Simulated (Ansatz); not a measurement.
# SnH3(NHMe) (CH7NSn): structure and electronic state

What does SnH3(NHMe) (CH7NSn) look like as a singlet, and where do its frontier electrons sit?

The runs use Ansatz 0.2.0, Gaussian basis; RKS PBE0-D4/def2-TZVP.

Plan: relaxation at B3LYP-D4/def2-SVP; a search for the lowest solution at PBE0-D4/def2-SVP; a single point at PBE0-D4/def2-TZVP; harmonic vibrations at B3LYP-D4/def2-SVP.

2 further runs of the same task are left out: 2 set aside as unsound or not needed. Runs told in other sessions of the task aren't counted.

### 1 The system as given

10 atoms, charge 0, spin multiplicity 1.

Atoms are counted from 1 here; the program's logs count them from 0.

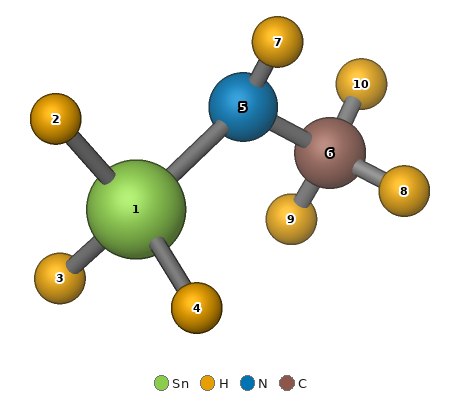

The starting geometry (tin green, hydrogen amber, nitrogen blue, carbon brown); atoms are numbered from 1 in the order of the file.

Geometry (Å):

| atom | x (Å) | y (Å) | z (Å) |
| --- | --- | --- | --- |
| Sn1 | 0.5799 | 1.1025 | 0.9140 |
| H2 | 0.6451 | 0.9887 | 2.5622 |
| H3 | 2.0899 | 1.1469 | 0.2400 |
| H4 | -0.2430 | 2.4965 | 0.4569 |
| N5 | -0.1945 | -0.6542 | 0.3270 |
| C6 | -0.4361 | -0.9604 | -1.0668 |
| H7 | -0.9843 | -0.9591 | 0.8806 |
| H8 | -1.3020 | -0.4400 | -1.4900 |
| H9 | 0.4410 | -0.6872 | -1.6499 |
| H10 | -0.5960 | -2.0336 | -1.1740 |

Sn takes a core potential in the def2 sets. No spin-orbit coupling is included.

The start is a GFN2-xTB geometry.

### 2 Relaxation at B3LYP-D4/def2-SVP

The input, in.yaml:

```yaml
crystal:
  periodic: [false, false, false]
  atoms:
    - {symbol: Sn, position_ang: [0.579920, 1.102510, 0.914000]}
    - {symbol: H, position_ang: [0.645090, 0.988660, 2.562200]}
    - {symbol: H, position_ang: [2.089920, 1.146860, 0.239990]}
    - {symbol: H, position_ang: [-0.243020, 2.496490, 0.456930]}
    - {symbol: N, position_ang: [-0.194470, -0.654200, 0.326950]}
    - {symbol: C, position_ang: [-0.436120, -0.960430, -1.066760]}
    - {symbol: H, position_ang: [-0.984320, -0.959070, 0.880570]}
    - {symbol: H, position_ang: [-1.301960, -0.439990, -1.489960]}
    - {symbol: H, position_ang: [0.441000, -0.687240, -1.649880]}
    - {symbol: H, position_ang: [-0.596030, -2.033600, -1.174020]}
basis:
  gaussian: {orbitals: def2-SVP}
hamiltonian: {xc: {name: B3LYP}, dispersion: d4}
scf: {omitted_lower_state_checks: [starts]}
output: {orbitals: {seedname: orbitals}}
relax: {f_tol: 0.02, max_steps: 100}
```

Command:

```
> ansatz run in.yaml --threads 4 --pin off --events-out ev --progress --plain --max-ram 3916MiB
```

The log of the run, cut to the lines that bear on the results:

```text
Functional definition: B3LYP
  name "B3LYP"
  cite "Stephens, Devlin, Chabalowski & Frisch, J. Phys. Chem. 98, 11623 (1994) doi:10.1021/j100096a001"
  cite "Becke, Phys. Rev. A 38, 3098 (1988) doi:10.1103/PhysRevA.38.3098"
  cite "Lee, Yang & Parr, Phys. Rev. B 37, 785 (1988) doi:10.1103/PhysRevB.37.785"
  cite "Vosko, Wilk & Nusair, Can. J. Phys. 58, 1200 (1980) doi:10.1139/p80-159"
[...]
1076 factors; integrals over basis functions are off by at most 3.2e-4 eV
[...]
mean field -8471.47363228 eV, -311.3209138153 hartree, gradient 4.1e-5 eV, S^2 0.000000; 0 other end points of the search recorded, 0 dependent functions left out
[...]
reference -8471.47389595 eV, -311.3209235049 hartree; 21, 21 occupied and 68, 68 virtual orbitals, 1076 factors
relax step   1: F+E_penalty+E_count = -8471.75126725 eV  Δ(F+E_penalty+E_count) = +0.000e0 eV  max|allowed force component| = 1.001e0 eV/Å  Δτ_max = 0.0000 Å  (23 SCF iters, accepted)
[...]
relax step   6: F+E_penalty+E_count = -8471.88665008 eV  Δ(F+E_penalty+E_count) = -4.031e-5 eV  max|allowed force component| = 2.879e-2 eV/Å  Δτ_max = 0.0130 Å  (22 SCF iters, accepted)
[...]
relax step   7: F+E_penalty+E_count = -8471.88671160 eV  Δ(F+E_penalty+E_count) = -6.152e-5 eV  max|allowed force component| = 7.169e-3 eV/Å  Δτ_max = 0.0048 Å  (22 SCF iters, accepted)
[...]
1076 factors; integrals over basis functions are off by at most 3.6e-4 eV
mean field -8471.61285683 eV, -311.3260302231 hartree, gradient 8.2e-6 eV, S^2 0.000000; 0 other end points of the search recorded, 0 dependent functions left out
[...]
reference -8471.61312294 eV, -311.3260400023 hartree; 21, 21 occupied and 68, 68 virtual orbitals, 1076 factors
Total energy: -8471.88697771 eV, -311.3361039795 hartree
Atom 0 at     0.600792     1.105416     0.934009 Å, force    -0.000986    -0.002613    -0.001536 eV/Å
Atom 1 at     0.676408     1.034443     2.648211 Å, force     0.000135     0.000875     0.000394 eV/Å
Atom 2 at     2.161003     1.181234     0.218978 Å, force     0.000766     0.000332    -0.000638 eV/Å
Atom 3 at    -0.332345     2.474406     0.428506 Å, force    -0.000663    -0.000354     0.000016 eV/Å
Atom 4 at    -0.199801    -0.693655     0.339047 Å, force     0.003124     0.000649     0.004479 eV/Å
Atom 5 at    -0.442909    -0.961753    -1.068635 Å, force    -0.002860    -0.000739    -0.007169 eV/Å
Atom 6 at    -0.989370    -0.977662     0.916560 Å, force    -0.001695    -0.000720     0.000381 eV/Å
Atom 7 at    -1.271491    -0.384084    -1.533050 Å, force     0.000724     0.000571     0.000909 eV/Å
Atom 8 at     0.465471    -0.745775    -1.657317 Å, force     0.001318     0.000271     0.001613 eV/Å
Atom 9 at    -0.667748    -2.032579    -1.226289 Å, force     0.000137     0.001727     0.001553 eV/Å
Dipole moment:    -0.155156     0.040492    -0.012668 e Å
Checks for a lower state left out: starts
```

Wall time 16 s (4 threads of Arm Neoverse N1, shared host).

Along the way:

| step | energy from step 1 (eV) | largest force component (eV/Å) |
| --- | --- | --- |
| 1 | 0.0000 | 1.0006 |
| 2 | -0.1164 | 0.2956 |
| 3 | -0.1334 | 0.1325 |
| 4 | -0.1346 | 0.1304 |
| 5 | -0.1353 | 0.0296 |
| 6 | -0.1354 | 0.0288 |
| 7 | -0.1354 | 0.0072 |

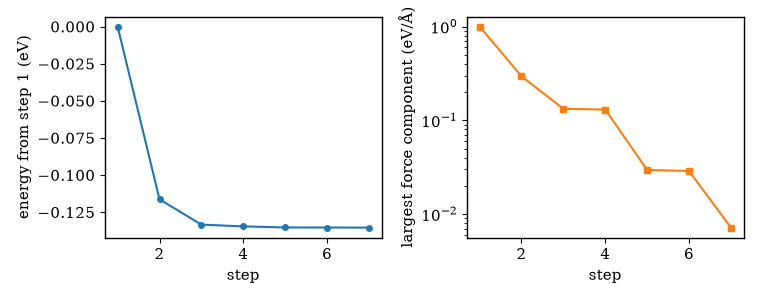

Energy and force, step by step.

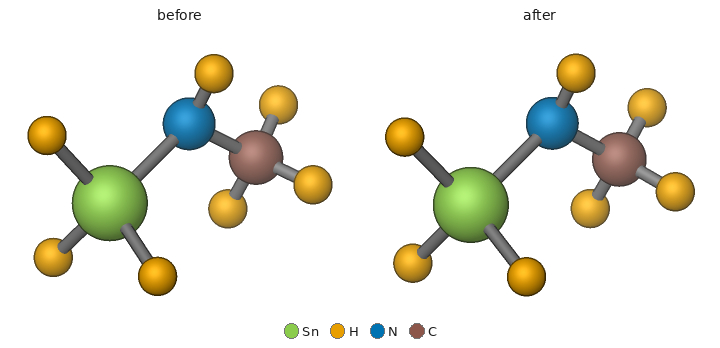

The geometry before (left) and after (right).

Close pairs (by a distance rule), those that changed most:

| bond | before (Å) | after (Å) | change (Å) |
| --- | --- | --- | --- |
| Sn1–H2 | 1.653 | 1.717 | +0.064 |
| Sn1–H3 | 1.654 | 1.718 | +0.064 |
| Sn1–H4 | 1.682 | 1.732 | +0.050 |
| Sn1–N5 | 2.008 | 2.057 | +0.050 |
| C6–H8 | 1.095 | 1.112 | +0.016 |
| C6–H9 | 1.088 | 1.104 | +0.016 |
| C6–H10 | 1.090 | 1.105 | +0.015 |
| N5–H7 | 1.012 | 1.019 | +0.007 |

Bonds by kind at the end (by distance):

| bond | count | shortest (Å) | longest (Å) |
| --- | --- | --- | --- |
| N–Sn | 1 | 2.057 | 2.057 |
| C–N | 1 | 1.453 | 1.453 |
| H–Sn | 3 | 1.717 | 1.732 |
| C–H | 3 | 1.104 | 1.112 |
| H–N | 1 | 1.019 | 1.019 |

### 3 Searching for the lowest solution, PBE0-D4/def2-SVP

start.molden holds the orbitals of an earlier run on this state, given as this run's starting guess.

The input, in.yaml:

```yaml
crystal:
  periodic: [false, false, false]
  atoms:
    - {symbol: Sn, position_ang: [0.600792, 1.105416, 0.934009]}
    - {symbol: H, position_ang: [0.676408, 1.034443, 2.648211]}
    - {symbol: H, position_ang: [2.161003, 1.181234, 0.218978]}
    - {symbol: H, position_ang: [-0.332345, 2.474406, 0.428506]}
    - {symbol: N, position_ang: [-0.199801, -0.693655, 0.339047]}
    - {symbol: C, position_ang: [-0.442909, -0.961753, -1.068635]}
    - {symbol: H, position_ang: [-0.989370, -0.977662, 0.916560]}
    - {symbol: H, position_ang: [-1.271491, -0.384084, -1.533050]}
    - {symbol: H, position_ang: [0.465471, -0.745775, -1.657317]}
    - {symbol: H, position_ang: [-0.667748, -2.032579, -1.226289]}
basis:
  gaussian: {orbitals: def2-SVP, initial_orbitals: start.molden}
hamiltonian: {xc: pbe0, dispersion: d4}
output: {orbitals: {seedname: orbitals}}
```

Same command.

The log of the run:

```text
Functional definition: PBE0
  name "PBE0"
  cite "Adamo & Barone, J. Chem. Phys. 110, 6158 (1999) doi:10.1063/1.478522"
  cite "Perdew, Burke & Ernzerhof, Phys. Rev. Lett. 77, 3865 (1996) doi:10.1103/PhysRevLett.77.3865"
  parent pbe
  parameter a = 0.25
  parameter kappa = 0.804
  parameter beta = 0.06672455060314922
  exchange = (1 - a)*pbe_x(kappa = kappa, mu = beta*pi^2/3) + a*exact_x
  correlation = pbe_c(beta = beta)
1090 factors; their error is unknown
mean field evaluation 1: about -8466.3710 eV, gradient 3.3e0 eV
mean field evaluation 2: about -8466.3988 eV, gradient 2.2e-2 eV
mean field evaluation 4: about -8466.4624 eV, gradient 8.3e-5 eV
mean field evaluation 8: about -8466.1535 eV, gradient 9.9e0 eV
mean field evaluation 16: about -8466.4624 eV, gradient 4.0e-4 eV
mean field -8466.46240796 eV, -311.1367547181 hartree, gradient 8.9e-5 eV, S^2 0.000000; 1 other end points of the search recorded, 0 dependent functions left out
reference -8466.46243940 eV, -311.1367558737 hartree; 21, 21 occupied and 68, 68 virtual orbitals, 1090 factors
Total energy: -8466.60529492 eV, -311.1420057171 hartree
```

Run time: 1.5 s. Hardware: 4 threads of Arm Neoverse N1, shared host.

From the report: HOMO -6.25 eV, LUMO 0.28 eV.

### 4 Single point, PBE0-D4/def2-TZVP

Edit in.yaml of step 3 so:

```diff
@@ -14,4 +14,5 @@
 basis:
-  gaussian: {orbitals: def2-SVP, initial_orbitals: start.molden}
+  gaussian: {orbitals: def2-TZVP, initial_orbitals: start.molden}
 hamiltonian: {xc: pbe0, dispersion: d4}
+scf: {omitted_lower_state_checks: [starts]}
 output: {orbitals: {seedname: orbitals}}
```

The command is unchanged.

The log of the run:

```text
Functional definition: PBE0
  name "PBE0"
  cite "Adamo & Barone, J. Chem. Phys. 110, 6158 (1999) doi:10.1063/1.478522"
  cite "Perdew, Burke & Ernzerhof, Phys. Rev. Lett. 77, 3865 (1996) doi:10.1103/PhysRevLett.77.3865"
  parent pbe
  parameter a = 0.25
  parameter kappa = 0.804
  parameter beta = 0.06672455060314922
  exchange = (1 - a)*pbe_x(kappa = kappa, mu = beta*pi^2/3) + a*exact_x
  correlation = pbe_c(beta = beta)
these checks for a lower state are left out or cut short: starts
1104 factors; their error is unknown
mean field evaluation 1: about -8468.1070 eV, gradient 8.0e1 eV
mean field evaluation 2: about -8469.6354 eV, gradient 1.8e0 eV
mean field evaluation 4: about -8469.7182 eV, gradient 3.6e-1 eV
mean field evaluation 8: about -8469.7183 eV, gradient 1.2e-5 eV
mean field -8469.71833840 eV, -311.2564079550 hartree, gradient 1.2e-5 eV, S^2 0.000000; 0 other end points of the search recorded, 0 dependent functions left out
reference -8469.71837807 eV, -311.2564094128 hartree; 21, 21 occupied and 133, 133 virtual orbitals, 1104 factors
Total energy: -8469.86123359 eV, -311.2616592563 hartree
Checks for a lower state left out: starts
```

It took 2.1 s on 4 threads of Arm Neoverse N1, shared host.

HOMO -6.43 eV, LUMO -0.12 eV.

Mulliken charges, from this run's orbitals:

| atom | value (e) |
| --- | --- |
| Sn1 | 0.48 |
| H2 | -0.06 |
| H3 | -0.06 |
| H4 | -0.07 |
| N5 | -0.59 |
| C6 | -0.28 |
| H7 | 0.22 |
| H8 | 0.11 |
| H9 | 0.12 |
| H10 | 0.13 |

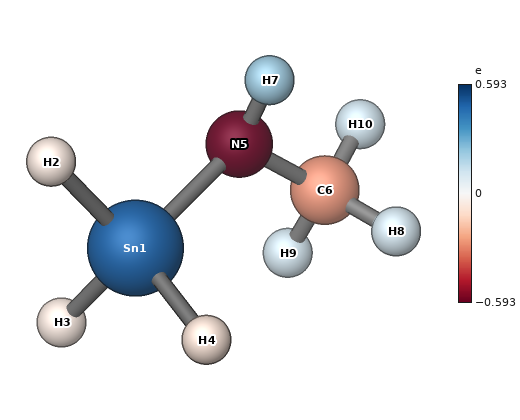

Mulliken charges, from this run's orbitals, as colours on the atoms.

Largest Mayer bond orders: N5–C6 1.01; C6–H9 0.97; C6–H10 0.97; C6–H8 0.96; Sn1–H2 0.94; Sn1–N5 0.93; Sn1–H3 0.93; N5–H7 0.91; Sn1–H4 0.90.

The fields below are evaluated on a grid from the run's orbitals.

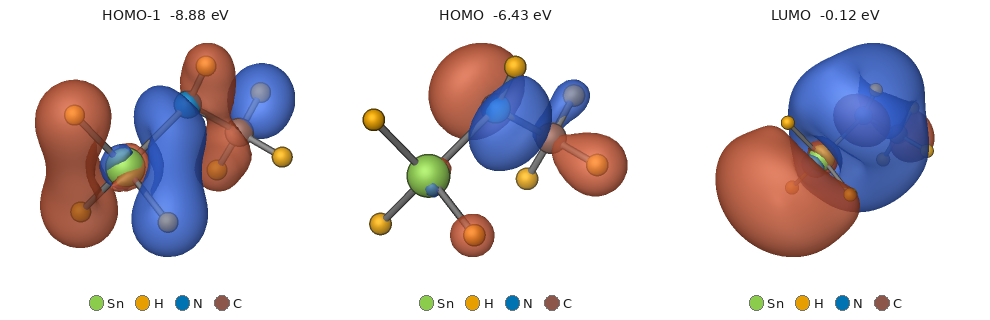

PBE0-D4/def2-TZVP orbitals near the gap, drawn at the value that encloses 70 % of each; the two colours are the two signs.

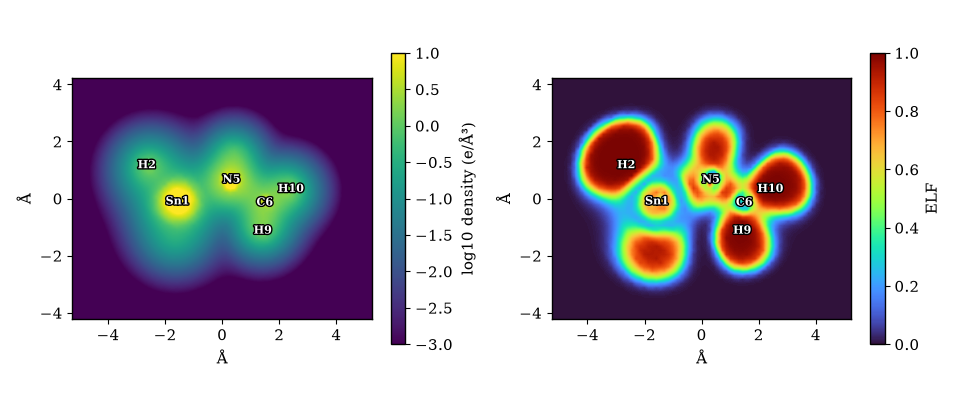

Density (left) and ELF (right) in a plane through or near 6 of the atoms.

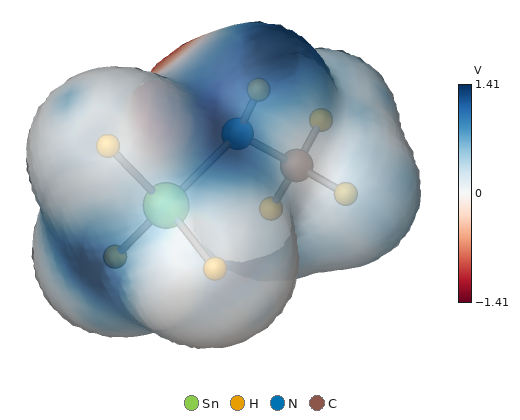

Electrostatic potential on the surface of density 0.002 e/bohr³; red is low, blue high. It runs from -1.35 V near N5 to 1.41 V near H7.

### 5 Harmonic vibrations

Edit in.yaml of step 4 so:

```diff
@@ -14,5 +14,5 @@
 basis:
-  gaussian: {orbitals: def2-TZVP, initial_orbitals: start.molden}
-hamiltonian: {xc: pbe0, dispersion: d4}
+  gaussian: {orbitals: def2-SVP}
+hamiltonian: {xc: {name: B3LYP}, dispersion: d4}
 scf: {omitted_lower_state_checks: [starts]}
-output: {orbitals: {seedname: orbitals}}
+phonons: {temperatures: {t_min: 298.15, t_max: 900, t_step: 200}}
```

The command is unchanged.

The log of the run, cut to the lines that bear on the results:

```text
Functional definition: B3LYP
  name "B3LYP"
  cite "Stephens, Devlin, Chabalowski & Frisch, J. Phys. Chem. 98, 11623 (1994) doi:10.1021/j100096a001"
  cite "Becke, Phys. Rev. A 38, 3098 (1988) doi:10.1103/PhysRevA.38.3098"
  cite "Lee, Yang & Parr, Phys. Rev. B 37, 785 (1988) doi:10.1103/PhysRevB.37.785"
  cite "Vosko, Wilk & Nusair, Can. J. Phys. 58, 1200 (1980) doi:10.1139/p80-159"
[...]
1077 factors; integrals over basis functions are off by at most 3.5e-4 eV
[...]
mean field -8471.61285804 eV, -311.3260302676 hartree, gradient 9.8e-6 eV, S^2 0.000000; 0 other end points of the search recorded, 0 dependent functions left out
[...]
reference -8471.61312404 eV, -311.3260400430 hartree; 21, 21 occupied and 68, 68 virtual orbitals, 1077 factors
[...]
1077 factors; integrals over basis functions are off by at most 3.5e-4 eV
[...]
Atom 3 at    -0.332345     2.474406     0.428506 Å, force    -0.000651    -0.000361     0.000019 eV/Å
Atom 4 at    -0.199801    -0.693655     0.339047 Å, force     0.003115     0.000643     0.004515 eV/Å
Atom 5 at    -0.442909    -0.961753    -1.068635 Å, force    -0.002882    -0.000756    -0.007192 eV/Å
Atom 6 at    -0.989370    -0.977662     0.916560 Å, force    -0.001677    -0.000714     0.000370 eV/Å
Atom 7 at    -1.271491    -0.384084    -1.533050 Å, force     0.000727     0.000568     0.000911 eV/Å
Atom 8 at     0.465471    -0.745775    -1.657317 Å, force     0.001328     0.000273     0.001606 eV/Å
Atom 9 at    -0.667748    -2.032579    -1.226289 Å, force     0.000142     0.001746     0.001555 eV/Å
Dipole moment:    -0.155155     0.040492    -0.012667 e Å
Vibrations: 99.14 163.58 206.64 469.10 485.69 494.59 621.68 689.27 709.04 726.22 1076.99 1117.92 1135.56 1367.33 1445.31 1469.04 1491.04 1849.15 1907.56 1916.73 2939.26 3025.94 3074.00 3542.87 cm⁻¹, zero-point energy 1.985213 eV
Checks for a lower state left out: starts
```

Run time: 84 s. Hardware: 4 threads of Arm Neoverse N1, shared host.

Motions are named by where the mode's potential energy lies. The modes, unscaled (a negative number is an imaginary wavenumber):

| mode | cm⁻¹ | motion |
| --- | --- | --- |
| 1 | 99 | torsion |
| 2 | 164 | torsion |
| 3 | 207 | bend with torsion |
| 4 | 469 | Sn–N stretch |
| 5 | 486 | bend with torsion |
| 6 | 495 | bend |
| 7 | 622 | bend with wag or twist |
| 8 | 689 | bend |
| 9 | 709 | bend |
| 10 | 726 | bend |
| 11 | 1077 | bend with wag or twist |
| 12 | 1118 | C–N stretch |
| 13 | 1136 | bend |
| 14 | 1367 | bend |
| 15 | 1445 | bend |
| 16 | 1469 | bend |
| 17 | 1491 | bend |
| 18 | 1849 | Sn–H stretch |
| 19 | 1908 | Sn–H stretch |
| 20 | 1917 | Sn–H stretch |
| 21 | 2939 | C–H stretch |
| 22 | 3026 | C–H stretch |
| 23 | 3074 | C–H stretch |
| 24 | 3543 | N–H stretch |

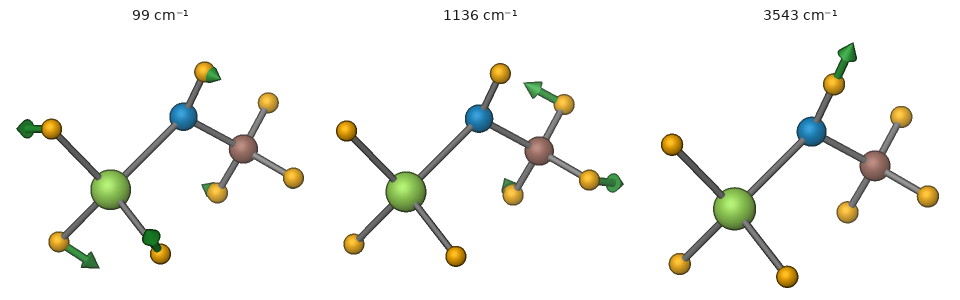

How the atoms move in 3 of the modes.

### 6 Results

| quantity | value |
| --- | --- |
| point group | C1 |
| N–Sn bond | 2.057 Å |
| HOMO, LUMO at PBE0-D4/def2-TZVP | -6.43, -0.12 eV |
| dipole at B3LYP-D4/def2-SVP | 0.77 D |
| lowest, highest wavenumber | 99, 3543 cm⁻¹ |

What this shows: The molecule keeps its bonding pattern by the stored test; the atoms moved 0.07 Å (rms). All wavenumbers are real: a minimum at this level. The HOMO lies nearest to N5 64 %; H7, H8 about 9 % each and the LUMO to H2, H3, H4 about 16 % each; Sn1 15 %. The point group is read from a loosely relaxed geometry; soft torsions can leave it below the true symmetry.
